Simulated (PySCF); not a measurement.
**A diatomic session: KCl+**

What are the lowest state that PBE0 finds, the bond length, vibrational wavenumber and bond energy of KCl+, and how much do these hang on the method?

Program: PySCF 2.14.0. Level of theory: K 3-21G, Cl 3-21G, no relativity. These are calculated values, not measurements.

### 1 Set-up

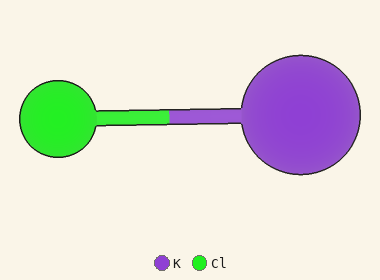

The two atoms at the starting distance (potassium purple, chlorine green).

The job is set up so:

| Quantity | Value |
| --- | --- |
| atoms | K, Cl |
| charge | 1 |
| basis | K 3-21G, Cl 3-21G |
| Hamiltonian | no relativity |
| basis functions | 30 |
| electrons treated | 35 |
| masses in u | 38.9637, 34.9689 |
| levels | PBE0, PBE, r²SCAN, BLYP, TPSS, BHandHLYP, LC-ωPBE, HF, MP2, SCS-MP2, CCSD, CCSD(T) |
| grid | 80 radial by 434 angular points |
| occupations | held fixed by the projection of orbital angular momentum |
| dissociation limit | K+ + Cl, each in its ground configuration |
| starting distance in angstrom | 3.015 |
| values of 2S to try | 1, 3 |

Further steps of the session: First curve: PBE0; Other states along the same grid; PBE (GGA); r²SCAN (meta-GGA); BLYP (GGA); TPSS; BHandHLYP (global hybrid GGA); LC-ωPBE (range-separated hybrid); UHF (mean field); Correlated methods on the Hartree–Fock reference.

**Question.** What will these runs give? Wanted: for each run, Re; ωe; De; μ.

As calculated:

Lowest PBE0 solution found, without spin–orbit coupling: ²Π (doublet), unpaired electrons π ↑. The other levels ran on it alone.

```csv
level,Re (Å),ωe (cm⁻¹),De (eV),μ (D)
UHF,3.534,74.8,0.156,-7.73
UHF-MP2,3.545,76.5,0.168,n/a
UHF-SCS-MP2,3.546,76.5,0.168,n/a
UHF-CCSD,3.547,77.0,0.171,n/a
UHF-CCSD(T),3.547,77.1,0.172,n/a
PBE,3.430,86.4,0.220,-7.34
BLYP,3.461,83.8,0.217,-7.37
TPSS,3.476,81.2,0.199,-7.49
r²SCAN,3.450,81.6,0.182,-7.49
PBE0,3.428,84.0,0.197,-7.41
BHandHLYP,3.397,87.8,0.198,-7.35
LC-ωPBE,3.449,80.2,0.178,-7.51
```

De is counted to K+ + Cl in their ground configurations. A positive dipole points from K to Cl; in an ion it is taken about the centre of mass and does not tell which atom is negative.

What this shows: Bond lengths run from 3.397 Å (BHandHLYP) to 3.547 Å (UHF-CCSD). CCSD(T) can't serve as the judge here: for a weak bond in this basis it is far from its limit. Among the levels with a De in the table, it runs from 0.156 eV (UHF) to 0.220 eV (PBE).

Correlated steps freeze 10 core orbitals. The basis is very small, so these numbers show the basis as much as the molecule. The bond is weak, and basis-set superposition, which was not computed, may be a sizeable part of it.
